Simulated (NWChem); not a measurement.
# MgCl (SMILES [Mg][Cl]) at 6 levels

Aim: a comparison of 6 runs (UHF/STO-3G, UPBE0/def2-SVPD, UB3LYP/6-31G*, UPBE0/def2-SVP, UMP2/cc-pVTZ) of MgCl. 

The calculation is run with NWChem 7.3.0.

## 1. The structure to begin with

The species is MgCl (2 atoms), meant as a doublet with charge 0. SMILES: `[Mg][Cl]`. The shape is that of a PBE0-D4/def2-TZVP optimisation.

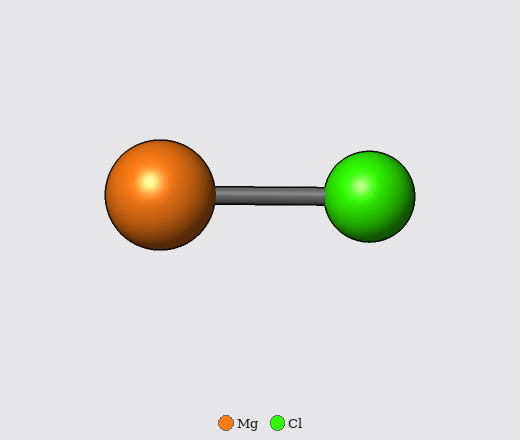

Viewed from a chosen angle; magnesium orange, chlorine green.

## 2. Energy and gradient at UHF/STO-3G (run 1)

Contents of m1.xyz:

```xyz
2

Mg     0.955300    -0.365300     0.475300
Cl    -0.925900     0.305200    -0.471200
```

Contents of run.py:

```python
from ase.io import read
from ase.calculators.nwchem import NWChem

mol = read('m1.xyz')

calc = NWChem(
    label='m1',
    theory='scf',
    memory='2200 mb',
    basis='STO-3G',
    basispar='spherical bse',
    scf={'nopen': '1', 'uhf': None, 'thresh': '1e-08', 'maxiter': '80'},
)
mol.calc = calc

forces = mol.get_forces()
print(f"energy = {mol.get_potential_energy():.6f} eV")
print("forces (eV/A):")
for s, f in zip(mol.symbols, forces):
    print(f"{s:2s} {f[0]:10.5f} {f[1]:10.5f} {f[2]:10.5f}")
```

Command:

```sh
$ export ASE_NWCHEM_COMMAND="nwchem PREFIX.nwi > PREFIX.nwo"
$ python run.py
```

Log:

```text
energy = -17734.800685 eV
forces (eV/A):
Mg   -0.57562    0.20517   -0.28961
Cl    0.57562   -0.20517    0.28961
```

The calculator wrote m1.nwi:

```
title "m1"

permanent_dir m1

scratch_dir m1

start m1

geometry units angstrom nocenter noautosym noautoz
  Mg 9.5530000000000004e-01 -3.6530000000000001e-01 4.7530000000000000e-01
  Cl -9.2589999999999995e-01 3.0520000000000003e-01 -4.7120000000000001e-01
end

memory 2200 mb

basis spherical bse noprint
   * library STO-3G
end

scf
  nopen 1
  uhf
  thresh 1e-08
  maxiter 80
end

task scf gradient
```

m1.nwo:

```text
Northwest Computational Chemistry Package (NWChem) 7.3.0
             --------------------------------------------------------

           Job information
           ---------------

    nwchem branch   = 7.3.0
    use scalapack   = T
    input           = m1.nwi
    prefix          = m1.
    data base       = m1/m1.db
    status          = startup
    nproc           =        1

           Memory information
           ------------------

    heap     =     72089594 doubles =      550.0 Mbytes
    stack    =     72089599 doubles =      550.0 Mbytes
    global   =    144179200 doubles =     1100.0 Mbytes (distinct from heap & stack)
    total    =    288358393 doubles =     2200.0 Mbytes
    verify   = yes
    hardfail = no

[... 33 lines left out ...]
            Nuclear Dipole moment (a.u.)
[... 57 lines left out ...]
 1-e energy   =   -1006.002983
[... 7 lines left out ...]
         Quadratically convergent UHF
[... 14 lines left out ...]
       Final UHF  results
[... 3 lines left out ...]
      One electron energy =  -1007.975379963443
[... 1 line left out ...]
 Nuclear repulsion energy =     48.845900868985
[... 30 lines left out ...]
          Final beta eigenvalues
[... 129 lines left out ...]
                     UHF Final Beta Molecular Orbital Analysis
[... 157 lines left out ...]
                              NWChem Gradients Module
                              -----------------------

                                        m1

  wavefunction    =   UHF

                         UHF ENERGY GRADIENTS

    atom               coordinates                        gradient
                 x          y          z           x          y          z
   1 Mg      1.805255  -0.690317   0.898187    0.011194  -0.003990   0.005632
   2 Cl     -1.749697   0.576744  -0.890439   -0.011194   0.003990  -0.005632

                 ----------------------------------------
                 |  Time  |  1-e(secs)   |  2-e(secs)   |
                 ----------------------------------------
                 |  CPU   |       0.00   |       0.21   |
                 ----------------------------------------
                 |  WALL  |       0.00   |       0.21   |
                 ----------------------------------------

 Task  times  cpu:        0.7s     wall:        0.7s
 Total times  cpu:        0.7s     wall:        0.7s
```

It took 2 s on 1 thread of Intel Xeon Platinum 8488C (Sapphire Rapids), shared host; peak memory 0.1 GiB.

## 3. Energy and gradient at UPBE0/def2-SVPD (run 2)

Contents of clmg.nw:

```
start clmg
memory total 2200 mb
geometry units angstroms noautosym nocenter noautoz
  Mg    0.955300   -0.365300    0.475300
  Cl   -0.925900    0.305200   -0.471200
end
basis "ao basis" spherical bse
  * library def2-SVPD
end
dft
  xc pbe0
  mult 2
  grid xfine
  convergence energy 1e-08
  maxiter 100
  mulliken
  print low
end
task dft gradient
```

Command:

```sh
$ nwchem clmg.nw > clmg.out
```

Log:

```text
[...]
 d= 0,ls=0.0,diis     1   -659.8241946007 -7.09D+02  1.34D-02  4.70D-02     1.1
[...]
 d= 0,ls=0.0,diis     8   -659.8596415672 -4.52D-09  1.31D-06  4.04D-09     6.1
[...]
         Total DFT energy =     -659.859641567175
      One electron energy =    -1012.282884140436
           Coulomb energy =      348.057450352088
    Exchange-Corr. energy =      -44.480108647811
 Nuclear repulsion energy =       48.845900868985
[...]
      Total Density - Mulliken Population Analysis
     ---------------------------------------------
    Atom       Charge   Shell Charges
 -----------   ------   -------------------------------------------------------
    1 Mg  12    11.45   2.00  1.99  0.85  0.18  5.98  0.23  0.17 -0.01  0.06
    2 Cl  17    17.55   2.00  1.98  1.25  0.71 -0.00  5.93  2.13  3.29  0.24  0.01  0.02
[...]
      <S2> =      0.7506 (Exact =     0.7500)
                         DFT ENERGY GRADIENTS
    atom               coordinates                        gradient
                 x          y          z           x          y          z
   1 Mg      1.805255  -0.690317   0.898187   -0.006763   0.002410  -0.003402
   2 Cl     -1.749697   0.576744  -0.890439    0.006763  -0.002410   0.003402
 Task  times  cpu:        7.7s     wall:        7.7s
 Total times  cpu:        7.7s     wall:        7.7s
```

Wall time 8.4 s (1 thread of Intel Xeon Platinum 8488C (Sapphire Rapids), shared host); peak memory 0.11 GiB.

Runs 3 to 5 aren't shown in full; the table further down has their settings and results.

## 4. Energy and gradient at UMP2/cc-pVTZ (run 6)

Contents of input.nw:

```
start input
title "ClMg"
memory stack 880 mb heap 220 mb global 1100 mb
geometry units au noautosym nocenter noautoz
Mg  1.80525537 -0.69031695  0.89818683
Cl -1.74969742  0.57674441 -0.89043895
end
basis spherical bse
Mg library cc-pVTZ
Cl library cc-pVTZ
end
scf
doublet
uhf
thresh 1e-08
maxiter 80
end
mp2
freeze core 6
tight
end
task mp2 gradient
```

Command:

```sh
$ nwchem input.nw > input.out
```

Log:

```text
[...]
  functions       =    68
[...]
  wavefunction    = UHF
[...]
         Total SCF energy =   -659.204873840937
      One electron energy =  -1013.032087059168
      Two electron energy =    304.981315901075
 Nuclear repulsion energy =     48.845897317156
                       Sz =      0.5000
                 Sz(Sz+1) =      0.7500
                      S^2 =      0.7509
[...]
          Total MP2 energy          -659.429204821087
[...]
                         mp2 ENERGY GRADIENTS
    atom               coordinates                        gradient
                 x          y          z           x          y          z
   1 Mg      1.805255  -0.690317   0.898187    0.000562  -0.000200   0.000283
   2 Cl     -1.749697   0.576744  -0.890439   -0.000562   0.000200  -0.000283
[...]
```

Run time: 3.7 min. Hardware: 1 thread of Intel Xeon Platinum 8488C (Sapphire Rapids), shared host; peak memory 0.17 GiB.

## 5. The series

```
run                                level  iteration cap  module  energy (Eh)  dipole moment (D)  HOMO energy (eV)  LUMO energy (eV)  wall time
  1                           UHF/STO-3G             80     scf  -651.741909               6.46             -4.01              7.69        2 s
  2                      UPBE0/def2-SVPD            100     dft  -659.859642                  –                 –                 –      8.4 s
  3  UB3LYP/6-31G* (spherical functions)            100     dft  -660.323940               3.41             -5.58             -3.19      7.8 s
  4                       UPBE0/def2-SVP            100     dft  -659.852767               3.15             -5.75             -2.82        9 s
  5  UB3LYP/6-31G* (Cartesian functions)            100     dft  -660.328506               3.42             -5.57             -3.19      8.4 s
  6                         UMP2/cc-pVTZ             80     mp2  -659.429205               3.37             -7.88             -0.07    3.7 min
```

## 6. Results

```
                                                         quantity          value
                                              run 6: total energy  -659.42920 Eh
   run 6: dipole moment (of the density that the program reports)         3.37 D
run 6: HOMO energy (Hartree–Fock orbitals) (highest over α and β)       -7.88 eV
 run 6: LUMO energy (Hartree–Fock orbitals) (lowest over α and β)       -0.07 eV
               run 6: correlation energy (6 core orbitals frozen)     -224.3 mEh
                         run 6: ⟨S²⟩ of the reference determinant          0.751
                                  run 6: largest force on an atom     0.034 eV/Å
```

In words: Over runs 1, 3, 4, 5, 6 the dipole moment (its size) runs from 3.15 D (UPBE0/def2-SVP) to 6.46 D (UHF/STO-3G). The two ends differ in method and basis. Totals of different functionals can't be ranked against each other. In run 1 the basis is minimal, so the values are rough. All runs together took 4.3 min, the longest 3.7 min.
